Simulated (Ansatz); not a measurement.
# Molecular dynamics, with input and output: CH6InNO (part 1 of 3)

System: CH6InNO, SMILES C[O][InH][NH2].
Method: RKS r2SCAN-d4/def2-SVP (Ansatz 0.2.0).

The geometry comes from this level: PBE0-D4/def2-TZVP. Figures and captions count atoms from 1; the log counts them from 0 in places.

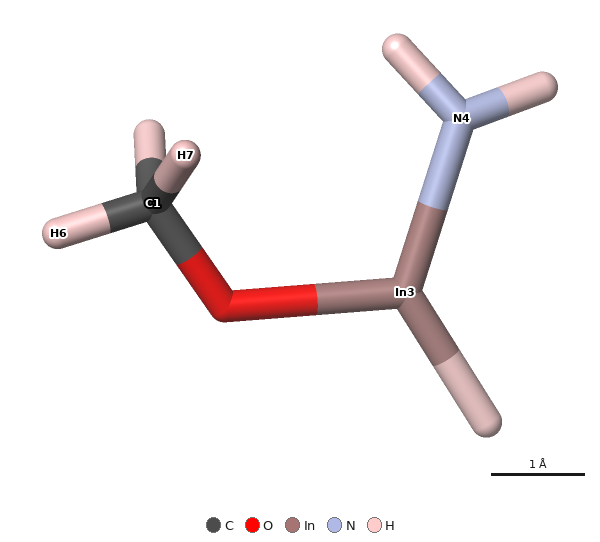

The structure as given in the input (stick view, seen at a tilt; atoms are numbered from 1 in the order of the input). Sticks mark near contacts. Bond lengths as drawn: C–H 1.10 Å, C–O 1.40 Å, H–In 1.69 Å, H–N 1.01 Å, In–N 2.01 Å and In–O 1.99 Å.

Key numbers

```csv
quantity,value
outcome,finished
mean temperature over the second half,163 K
trajectory,"50 steps, 25 fs"
ensemble,nvt_nose_hoover
temperature in the input,300 K
time step,0.5 fs
potential energy (last step),−9840.8767 eV
mean-field energy (last step),−9840.8353 eV
dispersion energy (last step),−0.0414 eV
SCF solution under orbital rotations (last step),stable
largest force (length of the vector) (last step),1.677 eV/Å
dipole moment (last step),2.45 D
hardware,"4 threads of AMD EPYC, 15 GiB of memory available, shared host"
wall time,31 s (CPU time 1.9 min)
peak memory,0.19 GiB
```

So short a trajectory is not equilibrated. The temperature stays far from the 300 K of the thermostat over the second half: the run isn't equilibrated.

Input
```yaml
crystal:
  periodic: [false, false, false]
  atoms:
    - {symbol: C, position_ang: [-1.274808, -0.241377, 1.083512]}
    - {symbol: O, position_ang: [0.079539, -0.230126, 1.431721]}
    - {symbol: In, position_ang: [1.499986, 0.081326, 0.073700]}
    - {symbol: N, position_ang: [0.669703, 0.455745, -1.716755]}
    - {symbol: H, position_ang: [-1.532555, -1.061385, 0.395795]}
    - {symbol: H, position_ang: [-1.875409, -0.380861, 1.990039]}
    - {symbol: H, position_ang: [-1.606117, 0.697095, 0.614547]}
    - {symbol: H, position_ang: [3.114490, 0.118573, 0.577040]}
    - {symbol: H, position_ang: [-0.283365, 0.172808, -1.884246]}
    - {symbol: H, position_ang: [1.208535, 0.388203, -2.565342]}
basis:
  gaussian: {orbitals: def2-SVP}
hamiltonian: {xc: {name: r2SCAN}, dispersion: d4}
md: {timestep: 0.5 fs, n_steps: 50, ensemble: nvt_nose_hoover, temperature: 300, initial_velocities: maxwell_boltzmann, seed: 710}
```

Launch command:
```bash
ansatz run in.yaml --threads 4 --pin off --events-out ev --progress --plain --max-ram 10444MiB
```

Output
```
Functional definition: r2SCAN
  name "r2SCAN"
  cite "Furness, Kaplan, Ning, Perdew & Sun, J. Phys. Chem. Lett. 11, 8208 (2020) doi:10.1021/acs.jpclett.0c02405"
  cite "Furness, Kaplan, Ning, Perdew & Sun, J. Phys. Chem. Lett. 11, 9248 (2020) doi:10.1021/acs.jpclett.0c03077"
  parent r2scan
  parameter k0 = 0.174
  parameter k1 = 0.065
  parameter a1 = 4.9479
  exchange = r2scan_x(k0 = k0, k1 = k1, a1 = a1)
  correlation = r2scan_c
1137 factors; their error is unknown
mean field evaluation 1: about -9827.2012 eV, gradient 8.0e1 eV
mean field evaluation 2: about -9762.9188 eV, gradient 1.7e2 eV
mean field evaluation 4: about -9840.5429 eV, gradient 1.5e1 eV
mean field evaluation 8: about -9840.9847 eV, gradient 2.9e-1 eV
mean field evaluation 16: about -9840.9521 eV, gradient 3.4e-4 eV
mean field -9840.95205664 eV, -361.6483176447 hartree, gradient 1.0e-5 eV, S^2 0.000000; 0 other end points of the search recorded, 0 dependent functions left out
the calculation of the forces begins
reference -9840.95207132 eV, -361.6483181840 hartree; 24, 24 occupied and 74, 74 virtual orbitals, 1137 factors
md step     0: t =     0.00 fs  T =   300.0 K  F+E_penalty+E_count = -9840.99392725 eV  E_kin = 0.310224 eV  conserved = -9840.68370326 eV  (29 SCF iters)
these checks for a lower state are left out or cut short: starts, cluster_reference, orbital_swaps, neighbouring_geometries, increment
1137 factors; their error is unknown
mean field -9840.94050409 eV, -361.6478930962 hartree, gradient 2.2e-5 eV, S^2 0.000000; 0 other end points of the search recorded, 0 dependent functions left out
the calculation of the forces begins
reference -9840.94051877 eV, -361.6478936356 hartree; 24, 24 occupied and 74, 74 virtual orbitals, 1137 factors
md step     1: t =     0.50 fs  T =   289.1 K  F+E_penalty+E_count = -9840.98243608 eV  E_kin = 0.298972 eV  conserved = -9840.68346450 eV  (30 SCF iters)
[... from here on the SCF iterations and repeated set-up lines of each step are left out, up to the last step ...]
md step     2: t =     1.00 fs  T =   263.9 K  F+E_penalty+E_count = -9840.95573282 eV  E_kin = 0.272844 eV  conserved = -9840.68288917 eV  (31 SCF iters)
md step     3: t =     1.50 fs  T =   232.5 K  F+E_penalty+E_count = -9840.92264086 eV  E_kin = 0.240383 eV  conserved = -9840.68226073 eV  (31 SCF iters)
md step     4: t =     2.00 fs  T =   204.0 K  F+E_penalty+E_count = -9840.89279369 eV  E_kin = 0.210922 eV  conserved = -9840.68187886 eV  (31 SCF iters)
md step     5: t =     2.50 fs  T =   184.0 K  F+E_penalty+E_count = -9840.87212810 eV  E_kin = 0.190286 eV  conserved = -9840.68185658 eV  (31 SCF iters)
md step     6: t =     3.00 fs  T =   173.2 K  F+E_penalty+E_count = -9840.86113456 eV  E_kin = 0.179093 eV  conserved = -9840.68206622 eV  (31 SCF iters)
md step     7: t =     3.50 fs  T =   168.7 K  F+E_penalty+E_count = -9840.85665490 eV  E_kin = 0.174407 eV  conserved = -9840.68228604 eV  (31 SCF iters)
md step     8: t =     4.00 fs  T =   167.1 K  F+E_penalty+E_count = -9840.85516256 eV  E_kin = 0.172835 eV  conserved = -9840.68238212 eV  (31 SCF iters)
md step     9: t =     4.50 fs  T =   166.9 K  F+E_penalty+E_count = -9840.85487988 eV  E_kin = 0.172593 eV  conserved = -9840.68236253 eV  (31 SCF iters)
md step    10: t =     5.00 fs  T =   167.9 K  F+E_penalty+E_count = -9840.85581615 eV  E_kin = 0.173602 eV  conserved = -9840.68231402 eV  (31 SCF iters)
md step    11: t =     5.50 fs  T =   170.6 K  F+E_penalty+E_count = -9840.85855333 eV  E_kin = 0.176364 eV  conserved = -9840.68231754 eV  (31 SCF iters)
md step    12: t =     6.00 fs  T =   174.8 K  F+E_penalty+E_count = -9840.86303213 eV  E_kin = 0.180793 eV  conserved = -9840.68240105 eV  (31 SCF iters)
md step    13: t =     6.50 fs  T =   179.6 K  F+E_penalty+E_count = -9840.86808451 eV  E_kin = 0.185749 eV  conserved = -9840.68253545 eV  (31 SCF iters)
md step    14: t =     7.00 fs  T =   183.1 K  F+E_penalty+E_count = -9840.87180577 eV  E_kin = 0.189385 eV  conserved = -9840.68266277 eV  (31 SCF iters)
md step    15: t =     7.50 fs  T =   183.7 K  F+E_penalty+E_count = -9840.87239679 eV  E_kin = 0.189955 eV  conserved = -9840.68273076 eV  (31 SCF iters)
md step    16: t =     8.00 fs  T =   180.4 K  F+E_penalty+E_count = -9840.86893298 eV  E_kin = 0.186547 eV  conserved = -9840.68272427 eV  (31 SCF iters)
md step    17: t =     8.50 fs  T =   173.4 K  F+E_penalty+E_count = -9840.86160258 eV  E_kin = 0.179325 eV  conserved = -9840.68266823 eV  (31 SCF iters)
md step    18: t =     9.00 fs  T =   163.7 K  F+E_penalty+E_count = -9840.85139083 eV  E_kin = 0.169245 eV  conserved = -9840.68259013 eV  (29 SCF iters)
md step    19: t =     9.50 fs  T =   152.5 K  F+E_penalty+E_count = -9840.83971729 eV  E_kin = 0.157733 eV  conserved = -9840.68248315 eV  (31 SCF iters)
md step    20: t =    10.00 fs  T =   141.9 K  F+E_penalty+E_count = -9840.82849768 eV  E_kin = 0.146722 eV  conserved = -9840.68232836 eV  (31 SCF iters)
md step    21: t =    10.50 fs  T =   134.1 K  F+E_penalty+E_count = -9840.82026758 eV  E_kin = 0.138703 eV  conserved = -9840.68217118 eV  (31 SCF iters)
md step    22: t =    11.00 fs  T =   131.4 K  F+E_penalty+E_count = -9840.81736435 eV  E_kin = 0.135890 eV  conserved = -9840.68213687 eV  (31 SCF iters)
md step    23: t =    11.50 fs  T =   133.9 K  F+E_penalty+E_count = -9840.82007429 eV  E_kin = 0.138482 eV  conserved = -9840.68231492 eV  (31 SCF iters)
md step    24: t =    12.00 fs  T =   138.8 K  F+E_penalty+E_count = -9840.82541330 eV  E_kin = 0.143569 eV  conserved = -9840.68263310 eV  (31 SCF iters)
md step    25: t =    12.50 fs  T =   141.4 K  F+E_penalty+E_count = -9840.82826632 eV  E_kin = 0.146235 eV  conserved = -9840.68289124 eV  (31 SCF iters)
md step    26: t =    13.00 fs  T =   137.7 K  F+E_penalty+E_count = -9840.82438930 eV  E_kin = 0.142403 eV  conserved = -9840.68292100 eV  (31 SCF iters)
md step    27: t =    13.50 fs  T =   127.0 K  F+E_penalty+E_count = -9840.81299372 eV  E_kin = 0.131307 eV  conserved = -9840.68269626 eV  (31 SCF iters)
md step    28: t =    14.00 fs  T =   112.2 K  F+E_penalty+E_count = -9840.79725310 eV  E_kin = 0.116017 eV  conserved = -9840.68231653 eV  (31 SCF iters)
md step    29: t =    14.50 fs  T =    98.7 K  F+E_penalty+E_count = -9840.78286542 eV  E_kin = 0.102085 eV  conserved = -9840.68192751 eV  (31 SCF iters)
md step    30: t =    15.00 fs  T =    92.2 K  F+E_penalty+E_count = -9840.77581161 eV  E_kin = 0.095366 eV  conserved = -9840.68165575 eV  (32 SCF iters)
md step    31: t =    15.50 fs  T =    96.7 K  F+E_penalty+E_count = -9840.78032755 eV  E_kin = 0.100021 eV  conserved = -9840.68158248 eV  (31 SCF iters)
md step    32: t =    16.00 fs  T =   113.3 K  F+E_penalty+E_count = -9840.79756253 eV  E_kin = 0.117175 eV  conserved = -9840.68174120 eV  (31 SCF iters)
md step    33: t =    16.50 fs  T =   139.6 K  F+E_penalty+E_count = -9840.82502645 eV  E_kin = 0.144360 eV  conserved = -9840.68211709 eV  (31 SCF iters)
md step    34: t =    17.00 fs  T =   170.0 K  F+E_penalty+E_count = -9840.85685017 eV  E_kin = 0.175782 eV  conserved = -9840.68264197 eV  (31 SCF iters)
md step    35: t =    17.50 fs  T =   196.8 K  F+E_penalty+E_count = -9840.88493638 eV  E_kin = 0.203475 eV  conserved = -9840.68318589 eV  (31 SCF iters)
md step    36: t =    18.00 fs  T =   212.2 K  F+E_penalty+E_count = -9840.90108349 eV  E_kin = 0.219416 eV  conserved = -9840.68356312 eV  (31 SCF iters)
md step    37: t =    18.50 fs  T =   211.2 K  F+E_penalty+E_count = -9840.89990234 eV  E_kin = 0.218397 eV  conserved = -9840.68358164 eV  (30 SCF iters)
md step    38: t =    19.00 fs  T =   194.2 K  F+E_penalty+E_count = -9840.88169979 eV  E_kin = 0.200805 eV  conserved = -9840.68314680 eV  (31 SCF iters)
md step    39: t =    19.50 fs  T =   168.0 K  F+E_penalty+E_count = -9840.85372628 eV  E_kin = 0.173759 eV  conserved = -9840.68238019 eV  (31 SCF iters)
md step    40: t =    20.00 fs  T =   144.1 K  F+E_penalty+E_count = -9840.82810850 eV  E_kin = 0.149030 eV  conserved = -9840.68163426 eV  (31 SCF iters)
md step    41: t =    20.50 fs  T =   133.3 K  F+E_penalty+E_count = -9840.81642585 eV  E_kin = 0.137804 eV  conserved = -9840.68130804 eV  (31 SCF iters)
md step    42: t =    21.00 fs  T =   140.2 K  F+E_penalty+E_count = -9840.82374369 eV  E_kin = 0.145001 eV  conserved = -9840.68156177 eV  (31 SCF iters)
md step    43: t =    21.50 fs  T =   161.5 K  F+E_penalty+E_count = -9840.84622344 eV  E_kin = 0.166992 eV  conserved = -9840.68220046 eV  (30 SCF iters)
md step    44: t =    22.00 fs  T =   187.9 K  F+E_penalty+E_count = -9840.87397370 eV  E_kin = 0.194276 eV  conserved = -9840.68284595 eV  (31 SCF iters)
md step    45: t =    22.50 fs  T =   209.7 K  F+E_penalty+E_count = -9840.89670460 eV  E_kin = 0.216851 eV  conserved = -9840.68320939 eV  (30 SCF iters)
md step    46: t =    23.00 fs  T =   221.1 K  F+E_penalty+E_count = -9840.90823221 eV  E_kin = 0.228597 eV  conserved = -9840.68321866 eV  (31 SCF iters)
md step    47: t =    23.50 fs  T =   221.1 K  F+E_penalty+E_count = -9840.90781480 eV  E_kin = 0.228668 eV  conserved = -9840.68296836 eV  (31 SCF iters)
md step    48: t =    24.00 fs  T =   213.1 K  F+E_penalty+E_count = -9840.89888563 eV  E_kin = 0.220334 eV  conserved = -9840.68260942 eV  (31 SCF iters)
md step    49: t =    24.50 fs  T =   201.9 K  F+E_penalty+E_count = -9840.88677643 eV  E_kin = 0.208792 eV  conserved = -9840.68227211 eV  (31 SCF iters)
these checks for a lower state are left out or cut short: starts, cluster_reference, orbital_swaps, neighbouring_geometries, increment
1137 factors; their error is unknown
mean field -9840.83527003 eV, -361.6440258160 hartree, gradient 8.2e-6 eV, S^2 0.000000; 0 other end points of the search recorded, 0 dependent functions left out
the calculation of the forces begins
reference -9840.83528471 eV, -361.6440263555 hartree; 24, 24 occupied and 74, 74 virtual orbitals, 1137 factors
1137 factors; their error is unknown
mean field evaluation 416: about -9839.3704 eV, gradient 2.4e1 eV
mean field -9840.83527003 eV, -361.6440258160 hartree, gradient 9.2e-6 eV, S^2 0.000000; 1 other end points of the search recorded, 0 dependent functions left out
the calculation of the forces begins
reference -9840.83528471 eV, -361.6440263555 hartree; 24, 24 occupied and 74, 74 virtual orbitals, 1137 factors
md step    50: t =    25.00 fs  T =   192.5 K  F+E_penalty+E_count = -9840.87663657 eV  E_kin = 0.199104 eV  conserved = -9840.68204173 eV  (29 SCF iters)
```

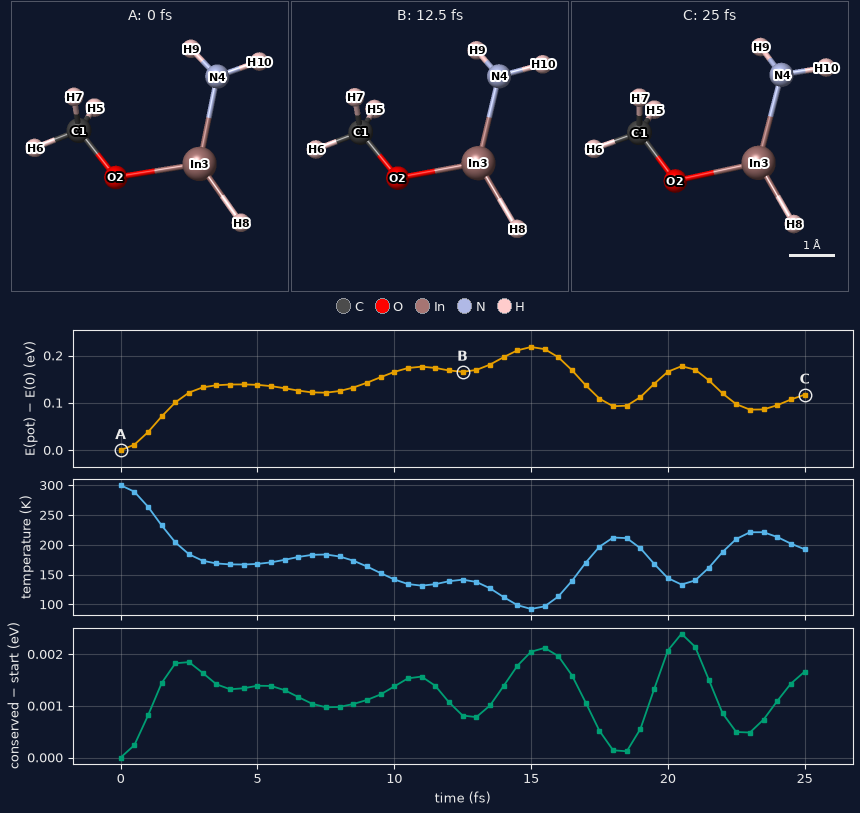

Frames of the molecular dynamics (ball-and-stick, seen at a tilt) above the curves, on which the letters mark them. The trajectory kept here has 51 frames over 25 fs. The temperature starts at 300 K, ranges from 92 to 300 K and averages 163 K over the second half. The potential energy ends 0.117 eV above its first value. The conserved quantity stays within 0.0024 eV. After an unweighted best fit of the last frame on the first, the root-mean-square displacement is 0.11 Å, and H9 has moved furthest (0.18 Å).

```
Total energy: -9840.87665125 eV, -361.6455465475 hartree
Atom 0 at    -1.225382    -0.235663     1.118731 Å, force    -0.103312    -0.824830    -0.869001 eV/Å
Atom 1 at     0.121893    -0.252118     1.501990 Å, force    -0.308379    -0.060658    -0.050778 eV/Å
Atom 2 at     1.475667     0.079463     0.070724 Å, force     0.107623     0.065953    -0.384435 eV/Å
Atom 3 at     0.749434     0.504515    -1.801195 Å, force    -1.416336    -0.828413    -0.060221 eV/Å
Atom 4 at    -1.510248    -1.128357     0.433238 Å, force     0.238376     0.961135     0.755526 eV/Å
Atom 5 at    -1.852978    -0.323408     2.021668 Å, force    -0.179000     0.136816    -0.041771 eV/Å
Atom 6 at    -1.487948     0.692922     0.550885 Å, force    -0.214908    -0.252703     0.272773 eV/Å
Atom 7 at     3.020591     0.165245     0.704905 Å, force     0.474514     0.039279     0.086962 eV/Å
Atom 8 at    -0.160447     0.015723    -2.054905 Å, force     1.439852     0.777606     0.364473 eV/Å
Atom 9 at     1.417560     0.327833    -2.550546 Å, force    -0.038431    -0.014184    -0.073528 eV/Å
Dipole moment:     0.074680    -0.133947    -0.486141 e Å
```

Trajectory as extended XYZ (Å, eV, eV/Å), 45 of the 51 frames kept, from step=0 to step=50
```
10
Properties=species:S:1:pos:R:3:forces:R:3 step=0 time_fs=0.0 energy=-9840.99393 temperature=300.0
C    -1.2748   -0.2414    1.0835    0.3656   0.0054   0.0955
O     0.0795   -0.2301    1.4317   -0.1589  -0.0561   0.3098
In    1.5000    0.0813    0.0737    0.4001  -0.0202  -0.0040
N     0.6697    0.4557   -1.7168    0.0298   0.1832   0.1288
H    -1.5326   -1.0614    0.3958   -0.1429  -0.2412  -0.2133
H    -1.8754   -0.3809    1.9900   -0.2228  -0.0412   0.2455
H    -1.6061    0.6971    0.6145   -0.1617   0.2748  -0.1534
H     3.1145    0.1186    0.5770    0.0720   0.0133   0.0318
H    -0.2834    0.1728   -1.8842   -0.3673  -0.1006  -0.0948
H     1.2085    0.3882   -2.5653    0.1862  -0.0175  -0.3460
10
Properties=species:S:1:pos:R:3:forces:R:3 step=1 time_fs=0.5 energy=-9840.98244 temperature=289.1
C    -1.2717   -0.2399    1.0848    0.2726  -0.2837  -0.2653
O     0.0827   -0.2299    1.4299   -0.2240  -0.0651   0.3530
In    1.4989    0.0812    0.0740    0.3092  -0.0063  -0.1153
N     0.6713    0.4565   -1.7172    0.6397   0.3415   0.1517
H    -1.5343   -1.0731    0.3888   -0.0356   0.1249   0.0853
H    -1.8664   -0.3849    1.9936   -0.2654  -0.0059   0.2359
H    -1.6014    0.6997    0.6077   -0.1516   0.1569  -0.0664
H     3.0977    0.1180    0.5784    0.2636   0.0177   0.0900
H    -0.2681    0.1711   -1.8832   -0.9608  -0.2728  -0.1990
H     1.2130    0.3857   -2.5657    0.1524  -0.0069  -0.2699
10
Properties=species:S:1:pos:R:3:forces:R:3 step=2 time_fs=1.0 energy=-9840.95573 temperature=263.9
C    -1.2684   -0.2385    1.0860    0.1707  -0.5220  -0.5708
O     0.0858   -0.2297    1.4280   -0.2934  -0.0745   0.3962
In    1.4978    0.0811    0.0742    0.2179   0.0068  -0.2290
N     0.6729    0.4572   -1.7177    1.1789   0.4806   0.1351
H    -1.5361   -1.0844    0.3821    0.0609   0.4490   0.3477
H    -1.8580   -0.3890    1.9976   -0.2907   0.0321   0.2014
H    -1.5971    0.7028    0.6008   -0.1361   0.0275   0.0277
H     3.0816    0.1174    0.5800    0.4566   0.0221   0.1500
H    -0.2552    0.1686   -1.8826   -1.4642  -0.4266  -0.2899
H     1.2178    0.3831   -2.5667    0.0994   0.0051  -0.1684
```
